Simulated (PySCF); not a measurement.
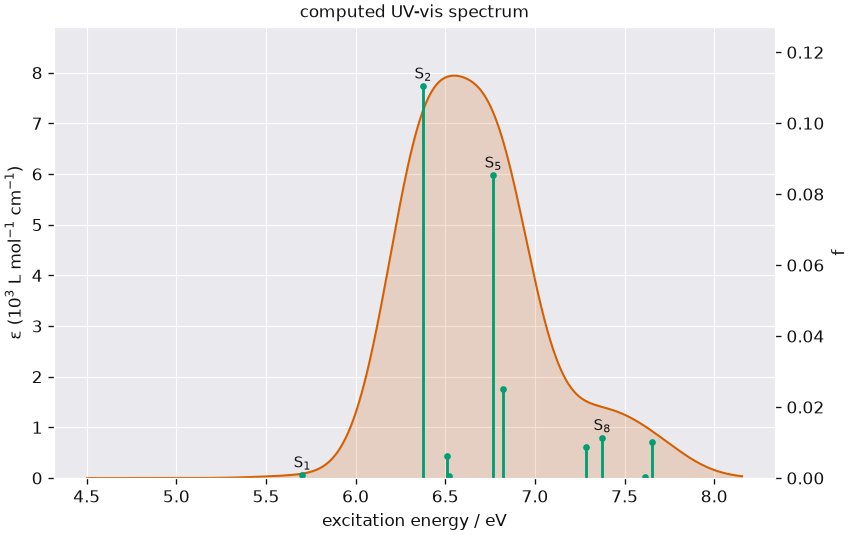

Computed absorption of C₄H₄FN, SMILES Fc1cc[nH]c1. Vertical TDDFT excitations, PBE0/def2-SVPD in PySCF 2.14.0, at a PBE0-D3(BJ)/def2-SVP geometry (no frequency check), gas phase. Only the first 10 singlet excitations are included; each is broadened by a Gaussian of 1/e half-width 0.30 eV. Sticks give oscillator strengths (right axis).

**Does any vertical transition fall in the visible?**

No singlet lies below 3.1 eV (beyond 400 nm), so at this level no vertical transition falls in the visible.

**Where is the maximum of the broadened curve, and how high is it?**

At about 6.6 eV (189 nm), with ε near 7900 L mol⁻¹ cm⁻¹.

**List the transitions behind the spectrum.**

| state | E (eV) | λ (nm) | f | main character |
| --- | --- | --- | --- | --- |
| S1 | 5.70 | 217 | 0.001 | HOMO → LUMO (99 %) |
| S2 | 6.38 | 194 | 0.110 | HOMO → LUMO+1 (77 %) |
| S3 | 6.51 | 191 | 0.006 | HOMO → LUMO+2 (73 %) |
| S4 | 6.52 | 190 | 0.001 | HOMO−1 → LUMO (74 %) |
| S5 | 6.77 | 183 | 0.085 | HOMO−1 → LUMO+1 (57 %) |
| S6 | 6.82 | 182 | 0.025 | HOMO → LUMO+3 (96 %) |
| S7 | 7.29 | 170 | 0.009 | HOMO → LUMO+5 (64 %) |
| S8 | 7.38 | 168 | 0.011 | HOMO−1 → LUMO+2 (67 %) |
| S9 | 7.61 | 163 | 0.000 | HOMO → LUMO+6 (79 %) |
| S10 | 7.66 | 162 | 0.010 | HOMO−1 → LUMO+3 (79 %) |

Note: states above the negative HOMO energy depend on the basis; core orbitals are frozen in the response.
